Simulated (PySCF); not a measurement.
## Electronic structure of C₄H₁₀GeO in real space

The calculation's input:

```
{"job": {"kind": "uv", "xc": "CAM-B3LYP", "basis": "def2-SVPD", "nstates": 8, "ntriplets": 3}, "charge": 0, "multiplicity": 1}
C      2.882651     0.803298     0.398714
C      1.808666     0.682755     1.160806
Ge     0.779399    -0.974044     1.359829
O     -0.857982    -0.724051     0.775794
C     -1.217879    -0.238281    -0.499922
C     -2.674211     0.199302    -0.466240
H      3.282983    -0.039597    -0.143688
H      3.417334     1.735529     0.288939
H      1.433182     1.548915     1.693947
H      0.448802    -1.374540     2.764612
H      1.440716    -2.102153     0.589476
H     -0.580109     0.608555    -0.787319
H     -1.083801    -1.028838    -1.248879
H     -2.984584     0.537215    -1.451759
H     -3.300568    -0.634037    -0.158640
H     -2.802197     1.008915     0.247885
```

Launched as:

```sh
OMP_NUM_THREADS=1 python probes_run.py task.json out
```

Geometry: GFN2-xTB.

The calculation used CAM-B3LYP/def2-SVPD, SCF density, gas phase in PySCF 2.14.0.

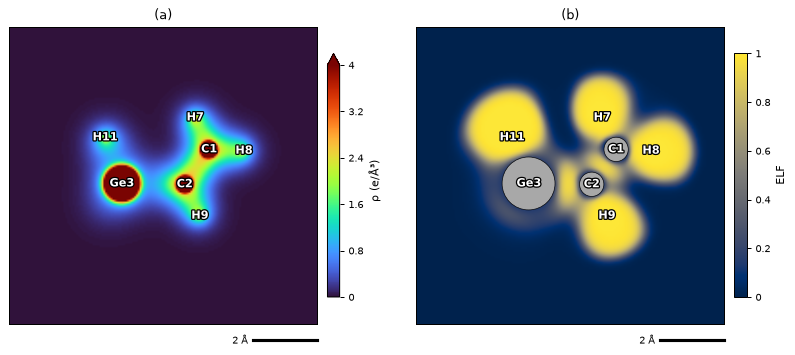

Figure 1. (a) electron density; (b) ELF on the plane of atoms Ge3, C2 and H9. Grey discs cover the atomic cores in the ELF map.

**What do the fields say about this system?**

The section cuts through C, Ge and H sites. C–C (1.32 Å): ρ is about 2.3 e/Å³ halfway; the ELF peaks at about 0.95 between the atoms; a multiple bond. C–Ge (1.96 Å): the density is about 0.89 e/Å³ at the midpoint; the ELF peaks at about 0.95 in the valence shell of C, 0.7 Å from its nucleus, and is about 0.70 at the midpoint. C–H (1.08 Å): ρ at the midpoint is about 2 e/Å³; the ELF climbs to about 1 towards the hydrogen, as it does in any bond to H: a covalent bond by its length. Ge–H (1.52 Å): the density is about 1.1 e/Å³ at the midpoint; the ELF climbs to about 1 towards the hydrogen.

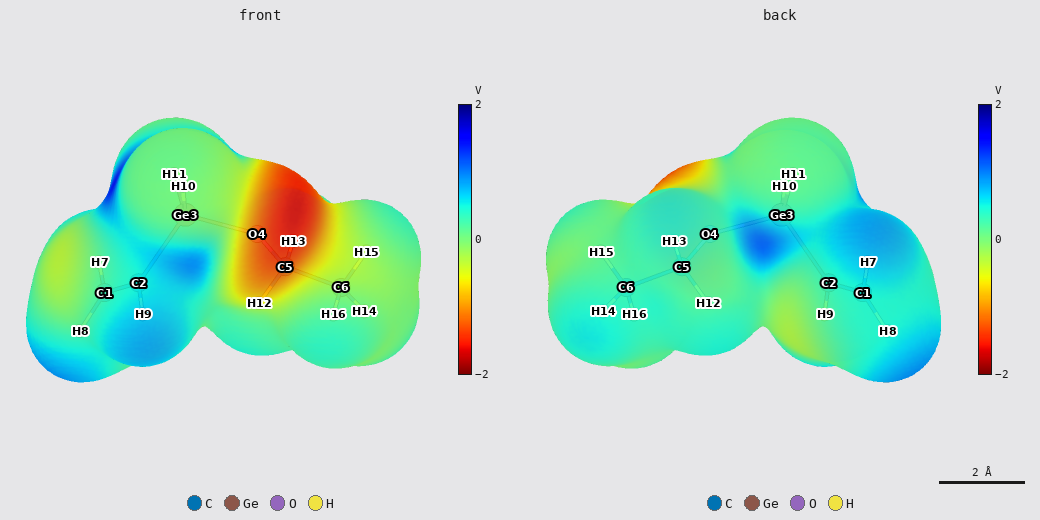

Figure 2. The electrostatic potential painted on the density surface at 0.002 e/bohr³, seen from the front and from behind; red is negative and blue positive.

**Where is the surface potential most negative and most positive?**

The most negative region (about −1.6 V) lies over O4, the most positive (about +1.3 V) over Ge3. O4 is the likeliest acceptor of a hydrogen bond.

**What dipole moment does the calculation give?**

Its dipole moment is 1.69 D.
